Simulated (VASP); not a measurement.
# MoS2: the relaxed cell at several levels

How close do the usual functionals, with and without dispersion, come to the cell of MoS2? The levels: LDA, PBEsol, PBE, r2SCAN, PBE + D3(BJ), r2SCAN + rVV10, optB88-vdW and PBE + D4. The start is a cell from a database of measured crystal structures.

Method: LDA; plane waves and PAW (Mo_sv, S), in the first sound run; inputs show where later runs differ, in VASP 6.6.1.

The experiments to compare with:

For MoS2, 2H (literature value), “Pressure coefficients for direct optical transitions in MoS2, MoSe2, WS2, and WSe2 crystals and semiconductor to metal transitions” (2016, pmc:4877596) quotes earlier work: lattice constant c (c, literature experiment) 12.32 Å [literature value; a second literature value of 12.30 is listed beside it].

The database entry behind the starting cell differs from later determinations by our own check (about 0.3 % long), so it need not match the best structure at ambient conditions.

**1. Starting point**

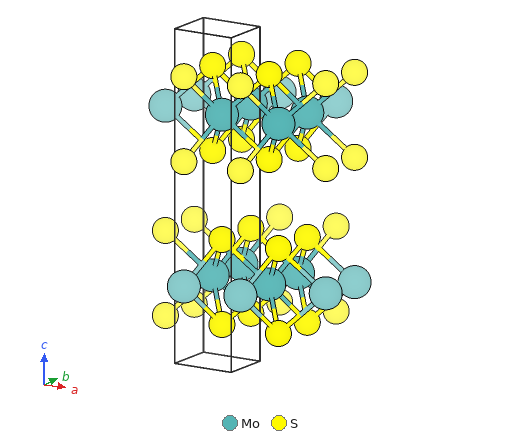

The cell as given, slightly off an axis (molybdenum teal, sulfur yellow). 2×2×1 cells are drawn. Some periodic images of atoms are drawn too.

Coordinates:

```
Mo S
1.0
     3.16900    0.00000    0.00000
    -1.58450    2.74443    0.00000
     0.00000    0.00000   12.32400
Mo S
2 4
Direct
  0.33333 0.66667 0.25000
  0.66667 0.33333 0.75000
  0.33333 0.66667 0.62300
  0.66667 0.33333 0.12300
  0.33333 0.66667 0.87700
  0.66667 0.33333 0.37700
```

**2. Relaxation with LDA**

The start need not lie at this functional's minimum. ISIF = 3 frees volume, shape and positions, and EDIFFG sets the threshold on forces and stress at which the search stops. LDA, the lowest rung, knows the local density alone.

INCAR

```
SYSTEM = MoS2
PREC = Accurate
ENCUT = 520
EDIFF = 1E-06
NELM = 100
ISMEAR = -1
SIGMA = 0.05
LREAL = .FALSE.
ALGO = Normal
GGA = CA
NBANDS = 32
LASPH = .TRUE.
LORBIT = 11
LWAVE = .FALSE.
LCHARG = .FALSE.
KPAR = 4
IBRION = 2
NSW = 60
ISIF = 3
EDIFFG = -0.01
```

POSCAR

```
MoS2
1.0
    3.1690000000      0.0000000000      0.0000000000
   -1.5845000000      2.7444345046      0.0000000000
    0.0000000000      0.0000000000     12.3240000000
Mo S
2 4
Direct
    0.3333333333      0.6666666667      0.2500000000
    0.6666666667      0.3333333333      0.7500000000
    0.3333333333      0.6666666667      0.6230000000
    0.6666666667      0.3333333333      0.1230000000
    0.3333333333      0.6666666667      0.8770000000
    0.6666666667      0.3333333333      0.3770000000
```

KPOINTS

```
Automatic mesh
0
Gamma
10 10 3
0 0 0
```

Potentials, in the order of the species: Mo_sv and S (PBE family, release 64).

Run with:

```console
> mpirun -np 4 vasp_std
```

Output:

```text
[banner, memory and clock lines left out]
running    4 mpi-ranks, on    1 nodes
 distrk:  each k-point on    1 cores,    4 groups
 distr:  one band on    1 cores,    1 groups

 POSCAR found type information on POSCAR MoS
 POSCAR found :  2 types and       6 ions
|                                                                             |
|               ----> ADVICE to this user running VASP <----                  |
|                                                                             |
|     You enforced a specific xc type in the INCAR file but a different       |
|     [... a line on the potential file left out ...]
|     I HOPE YOU KNOW WHAT YOU ARE DOING!                                     |
|                                                                             |

 LDA part: xc-table for (Slater(with rela. corr.)+CA(PZ))
 , standard interpolation
 POSCAR, INCAR and KPOINTS ok, starting setup
 FFT: planning ... GRIDC
 FFT: planning ... GRID_SOFT
 FFT: planning ... GRID
 WAVECAR not read
 entering main loop
       N       E                     dE             d eps       ncg     rms          rms(c)
DAV:   1     0.431995216842E+03    0.43200E+03   -0.29467E+04  2000   0.154E+03
DAV:   2    -0.280957240256E+02   -0.46009E+03   -0.44918E+03  2176   0.387E+02
DAV:   3    -0.517223709819E+02   -0.23627E+02   -0.23462E+02  2320   0.778E+01
DAV:   4    -0.521949844236E+02   -0.47261E+00   -0.47157E+00  2144   0.111E+01
DAV:   5    -0.522078980863E+02   -0.12914E-01   -0.12906E-01  2320   0.173E+00    0.354E+01
DAV:   6    -0.498971403751E+02    0.23108E+01   -0.20774E+01  1944   0.250E+01    0.120E+01
DAV:   7    -0.494385944818E+02    0.45855E+00   -0.94478E+00  2032   0.160E+01    0.817E+00
DAV:   8    -0.490505476315E+02    0.38805E+00   -0.14252E+00  2280   0.671E+00    0.301E+00
DAV:   9    -0.490554403113E+02   -0.48927E-02   -0.16791E-01  2344   0.195E+00    0.124E+00
DAV:  10    -0.490474888395E+02    0.79515E-02   -0.51799E-02  2192   0.133E+00    0.302E-01
DAV:  11    -0.490472837412E+02    0.20510E-03   -0.21941E-03  2272   0.260E-01    0.195E-01
DAV:  12    -0.490471908730E+02    0.92868E-04   -0.30419E-04  2272   0.872E-02    0.936E-02
DAV:  13    -0.490471704592E+02    0.20414E-04   -0.13622E-04  2376   0.598E-02    0.191E-02
DAV:  14    -0.490471717651E+02   -0.13059E-05   -0.10422E-05  1992   0.187E-02    0.249E-02
DAV:  15    -0.490471709436E+02    0.82152E-06   -0.15831E-06  1616   0.844E-03
   1 F= -.49047171E+02 E0= -.49047169E+02  d E =-.490472E+02
 curvature:   0.00 expect dE= 0.000E+00 dE for cont linesearch  0.000E+00
 trial: gam= 0.00000 g(F)=  0.338E-01 g(S)=  0.291E+00 ort = 0.000E+00 (trialstep = 0.100E+01)
 search vector abs. value=  0.324E+00
 bond charge predicted
       N       E                     dE             d eps       ncg     rms          rms(c)
DAV:   1    -0.521348076390E+02   -0.30876E+01   -0.87029E+01  1880   0.730E+01    0.276E+01
DAV:   2    -0.493831436576E+02    0.27517E+01   -0.12725E+01  1960   0.255E+01    0.509E+00
DAV:   3    -0.489526022147E+02    0.43054E+00   -0.18868E+00  2000   0.671E+00    0.275E+00
DAV:   4    -0.488725523165E+02    0.80050E-01   -0.37444E-01  1968   0.395E+00    0.166E+00
DAV:   5    -0.488677341946E+02    0.48181E-02   -0.62030E-02  2232   0.160E+00    0.167E+00
DAV:   6    -0.488649635744E+02    0.27706E-02   -0.22701E-02  2008   0.740E-01    0.241E-01
DAV:   7    -0.488648869584E+02    0.76616E-04   -0.45155E-03  2048   0.432E-01    0.751E-02
DAV:   8    -0.488648393656E+02    0.47593E-04   -0.14887E-04  2096   0.797E-02    0.485E-02
DAV:   9    -0.488648287853E+02    0.10580E-04   -0.46263E-05  2072   0.427E-02    0.181E-02
DAV:  10    -0.488648282093E+02    0.57606E-06   -0.33976E-06  1904   0.997E-03
   2 F= -.48864828E+02 E0= -.48864825E+02  d E =0.182343E+00
[... from here on, the cycles between the ionic steps are left out ...]
   3 F= -.49102779E+02 E0= -.49102776E+02  d E =-.556077E-01
   4 F= -.49102799E+02 E0= -.49102797E+02  d E =-.556281E-01
   5 F= -.49107676E+02 E0= -.49107674E+02  d E =-.487690E-02
   6 F= -.49107677E+02 E0= -.49107675E+02  d E =-.487753E-02
   7 F= -.49107677E+02 E0= -.49107675E+02  d E =-.487818E-02
   8 F= -.49108194E+02 E0= -.49108192E+02  d E =-.517158E-03
   9 F= -.49109483E+02 E0= -.49109480E+02  d E =-.180548E-02
  10 F= -.49110835E+02 E0= -.49110831E+02  d E =-.315752E-02
  11 F= -.49110886E+02 E0= -.49110882E+02  d E =-.320857E-02
  12 F= -.49109232E+02 E0= -.49109227E+02  d E =0.165389E-02
 trial-energy change:    0.001654  1 .order    0.001693   -0.000895    0.004280
 step:   0.3135(harm=  0.3019)  dis= 0.00032  next Energy=   -49.110966 (dE=-0.805E-04)
 bond charge predicted
       N       E                     dE             d eps       ncg     rms          rms(c)
DAV:   1    -0.491341048242E+02   -0.24873E-01   -0.54864E-01  1856   0.572E+00    0.165E+00
DAV:   2    -0.491170546382E+02    0.17050E-01   -0.14267E-01  1984   0.248E+00    0.667E-01
DAV:   3    -0.491116331123E+02    0.54215E-02   -0.25504E-02  1936   0.770E-01    0.211E-01
DAV:   4    -0.491110031555E+02    0.62996E-03   -0.35526E-03  1816   0.356E-01    0.106E-01
DAV:   5    -0.491109832449E+02    0.19911E-04   -0.46420E-04  2072   0.126E-01    0.118E-01
DAV:   6    -0.491109656423E+02    0.17603E-04   -0.14807E-04  2216   0.595E-02    0.179E-02
DAV:   7    -0.491109636294E+02    0.20129E-05   -0.22355E-05  1976   0.297E-02    0.759E-03
DAV:   8    -0.491109636294E+02   -0.39108E-10   -0.30383E-07  1232   0.379E-03
  13 F= -.49110964E+02 E0= -.49110959E+02  d E =-.777922E-04
 curvature:  -0.31 expect dE=-0.241E-05 dE for cont linesearch -0.861E-07
 trial: gam=-0.04008 g(F)=  0.573E-07 g(S)=  0.781E-05 ort = 0.171E-04 (trialstep = 0.146E+01)
 search vector abs. value=  0.817E-05
 reached required accuracy - stopping structural energy minimisation
```

Elapsed: 4.8 min, on 4 MPI ranks of AMD EPYC 7R43, shared host; peak memory 0.84 GiB.

Lines that name or quote the potential files are left out of all logs, and their timing lines are given in words.

OUTCAR, selected parts (step 2):

```text
ion  position               nearest neighbor table
   1  0.333  0.667  0.250-   4 2.41   6 2.41   4 2.41   6 2.41   4 2.41   6 2.41
   2  0.667  0.333  0.750-   3 2.41   5 2.41   3 2.41   5 2.41   3 2.41   5 2.41
   3  0.333  0.667  0.623-   2 2.41   2 2.41   2 2.41
   4  0.667  0.333  0.123-   1 2.41   1 2.41   1 2.41
   5  0.333  0.667  0.877-   2 2.41   2 2.41   2 2.41
   6  0.667  0.333  0.377-   1 2.41   1 2.41   1 2.41

  LATTYP: Found a hexagonal cell.
 ALAT       =     3.1690000000
 C/A-ratio  =     3.8889239508

 Subroutine GETGRP returns: Found 24 space group operations
 (whereof 12 operations were pure point group operations)

The static configuration has the point symmetry D_3d.
 The point group associated with its full space group is D_6h.

 Found     28 irreducible k-points:

   k-points           NKPTS =     28   k-points in BZ     NKDIM =     28   number of bands    NBANDS=     32

   dimension x,y,z NGX =    24 NGY =   24 NGZ =   96
   dimension x,y,z NGXF=    48 NGYF=   48 NGZF=  192

   ENCUT  =  520.0 eV  38.22 Ry    6.18 a.u.   5.89  5.89 22.91*2*pi/ulx,y,z

   NELECT =      52.0000    total number of electrons

 k-points in reciprocal lattice and weights: Automatic mesh
   0.00000000  0.00000000  0.00000000       0.003
   0.10000000 -0.00000000  0.00000000       0.020
   0.20000000 -0.00000000  0.00000000       0.020
   0.30000000  0.00000000  0.00000000       0.020
   0.40000000 -0.00000000  0.00000000       0.020
   0.50000000  0.00000000  0.00000000       0.010
   0.10000000  0.10000000  0.00000000       0.020
   0.20000000  0.10000000  0.00000000       0.040
   0.30000000  0.10000000  0.00000000       0.040
[...]
0.40000000  0.20000000  0.33333333       0.040
   0.30000000  0.30000000  0.33333333       0.040

 average (electrostatic) potential at core
       1 -73.8221       2 -73.8221       3 -83.8725       4 -83.8725       5 -83.8725
       6 -83.8725

 E-fermi :   8.3012

 k-point     1 :       0.0000    0.0000    0.0000
  band No.  band energies     occupation
    ...
     22       5.7622      2.00000
     23       5.7622      2.00000
     24       6.5685      2.00000
     25       6.8311      2.00000
     26       7.9639      1.99765
     27      10.0991      0.00000
     28      10.0991      0.00000
     29      10.1322      0.00000
     30      10.1322      0.00000
     31      10.2761      0.00000
    ...

 k-point     2 :       0.1000   -0.0000    0.0000
  band No.  band energies     occupation
    ...
     22       5.5197      2.00000
     23       5.8492      2.00000
     24       6.5970      2.00000
     25       6.9842      2.00000
     26       7.6390      2.00000
     27       9.9318      0.00000
     28       9.9757      0.00000
     29      10.0065      0.00000
     30      10.0789      0.00000
     31      10.1547      0.00000
    ...

 k-point     3 :       0.2000   -0.0000    0.0000
  band No.  band energies     occupation
    ...
     22       5.2062      2.00000
     23       5.7253      2.00000
     24       6.5175      2.00000
     25       6.6401      2.00000
     26       6.8059      2.00000
     27       9.2239      0.00000
     28       9.7001      0.00000
     29       9.8806      0.00000
     30       9.9873      0.00000
     31      10.0403      0.00000
    ...

  Total       -0.0204977     -0.0204977      0.0114660     -0.0000000     -0.0000000      0.0000000
  in kB       -0.3214446     -0.3214446      0.1798094     -0.0000000     -0.0000000      0.0000000
  external PRESSURE =      -0.1543599 kB  Pullay stress =       0.0000000 kB

  energy-cutoff  :      520.00
  volume of cell :      102.17
      direct lattice vectors                 reciprocal lattice vectors
     3.126067569 -0.000000000  0.000000000     0.319890718  0.184688992 -0.000000000
    -1.563033784  2.707253928 -0.000000000     0.000000000  0.369377985 -0.000000000
    -0.000000000  0.000000000 12.072103980    -0.000000000  0.000000000  0.082835602

 POSITION                                       TOTAL-FORCE (eV/Angst)
 -----------------------------------------------------------------------------------
     -0.00000      1.80484      3.01803        -0.000000     -0.000000      0.000000
      1.56303      0.90242      9.05408         0.000000      0.000000      0.000000
     -0.00000      1.80484      7.49807        -0.000000     -0.000000     -0.000545
      1.56303      0.90242      1.46201        -0.000000     -0.000000     -0.000545
     -0.00000      1.80484     10.61009        -0.000000      0.000000      0.000545
      1.56303      0.90242      4.57404        -0.000000      0.000000      0.000545
 -----------------------------------------------------------------------------------
    total drift:                               -0.000000      0.000000     -0.000000

  FREE ENERGIE OF THE ION-ELECTRON SYSTEM (eV)
  ---------------------------------------------------
  free  energy   TOTEN  =       -49.1109636294 eV

  energy  without entropy=      -49.1109551115  energy(sigma->0) =      -49.11095937

 reached required accuracy - stopping structural energy minimisation

 total charge
# of ion       s       p       d       tot
------------------------------------------
    1        2.304   6.235   4.036  12.575
    2        2.304   6.235   4.036  12.575
    3        1.354   2.322   0.000   3.677
    4        1.354   2.322   0.000   3.677
    5        1.354   2.322   0.000   3.677
    6        1.354   2.322   0.000   3.677
--------------------------------------------------
tot         10.025  21.760   8.073  39.858

[... 3 further parts left out ...]
```

This run has no spin polarisation, although Mo can carry a moment. The gap is read on the k-mesh alone, so it is an upper bound where the band edges lie off the mesh. The bonds form layers, held to each other by dispersion, which LDA lacks; its overbinding stands in for it by accident. The PAW data sets were made with PBE, though LDA sets exist; this is a small mismatch. The run keeps the 24 symmetry operations of its start, so it cannot find a distortion of lower symmetry.

Relaxation path:

| step | energy less that of the first step (eV) | largest force (eV/Å) | pressure (GPa) | volume (Å³) |
| --- | --- | --- | --- | --- |
| 1 | 0.0000 | 0.4185 | -5.18 | 107.18 |
| 2 | 0.1823 | 1.5033 | 11.88 | 98.47 |
| 3 | -0.0556 | 0.1505 | -0.31 | 104.23 |
| 4 | -0.0556 | 0.1622 | -0.21 | 104.17 |
| 5 | -0.0605 | 0.0364 | -0.08 | 103.61 |
| 6 | -0.0605 | 0.0372 | -0.05 | 103.61 |
| 7 | -0.0605 | 0.0395 | -0.06 | 103.62 |
| 8 | -0.0610 | 0.0345 | -0.08 | 103.51 |
| 9 | -0.0623 | 0.0190 | -0.13 | 103.18 |
| 10 | -0.0637 | 0.0120 | -0.20 | 102.51 |
| 11 | -0.0637 | 0.0218 | -0.21 | 102.31 |
| 12 | -0.0621 | 0.1019 | 0.94 | 101.52 |
| 13 | -0.0638 | 0.0005 | -0.02 | 102.17 |

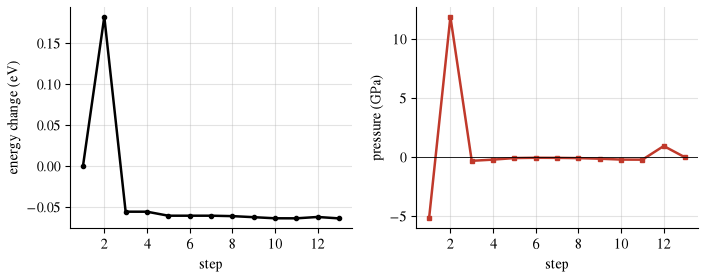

Energy and pressure along the relaxation.

| conventional cell, symmetrised | before | after | change |
| --- | --- | --- | --- |
| a (Å) | 3.169 | 3.126 | -1.4 % |
| b (Å) | 3.169 | 3.126 | -1.4 % |
| c (Å) | 12.324 | 12.072 | -2.0 % |
| volume (Å³/atom) | 17.86 | 17.03 | -4.7 % |

The atoms that moved most (Å, as changes of fractional coordinates times the final cell):

| atom | dx | dy | dz | length |
| --- | --- | --- | --- | --- |
| S4 | 0.000 | 0.000 | -0.023 | 0.023 |
| S6 | 0.000 | 0.000 | 0.023 | 0.023 |
| S5 | 0.000 | 0.000 | 0.023 | 0.023 |
| S3 | 0.000 | 0.000 | -0.023 | 0.023 |

The relaxed structure:

```cif
data_structure
_symmetry_space_group_name_H-M 'P 1'
_symmetry_Int_Tables_number 1
_cell_length_a 3.1261
_cell_length_b 3.1261
_cell_length_c 12.0721
_cell_angle_alpha 90.000
_cell_angle_beta 90.000
_cell_angle_gamma 120.000
_cell_volume 102.17
loop_
_atom_site_label
_atom_site_type_symbol
_atom_site_fract_x
_atom_site_fract_y
_atom_site_fract_z
_atom_site_occupancy
Mo1 Mo 0.33333 0.66667 0.25000 1
Mo2 Mo 0.66667 0.33333 0.75000 1
S3 S 0.33333 0.66667 0.62111 1
S4 S 0.66667 0.33333 0.12111 1
S5 S 0.33333 0.66667 0.87889 1
S6 S 0.66667 0.33333 0.37889 1
```

This step gave:

```
electrons                       : 52
bands                           : 32
irreducible k-points            : 28
symmetry operations             : 24
free energy (TOTEN)             : -49.11 eV
Fermi energy                    : 8.301 eV
pressure                        : -0.01544 GPa
metallic                        : no
valence top at k                : 0, 0, 0
conduction bottom at k          : 0.2, 0.2, 0
least direct gap at k           : 0.3, 0.3, 0
SCF cycles over all ionic steps : 99
gap on the k-mesh               : 0.7678 eV
least direct gap on the k-mesh  : 1.966 eV
```

It ends with a largest force of 0.001 eV/Å and a pressure of -0.02 GPa. The volume lies -4.7 % from that of the database's start, which holds the thermal and zero-point expansion of its experiment. LDA is known to overbind. The conventional cell has a = 3.126 and c = 12.072 Å.

(Part 1 of 4 ends here.)

[Lines on the potential files, build, host, timing and source positions are cut from VASP's logs without a mark.]

[Logs are printed without paths, hosts, clocks, repeated set-up lines and the standing remarks that a program may print on its own settings, such as how far it seeks lower states.]

[Hosts, paths, dates, database ids (printed as entryN), source tags and the programs' standing remarks are cut or masked in the printed files.]

[A measured line is paired with the nearest computed mode of its activity, which favours agreement.]
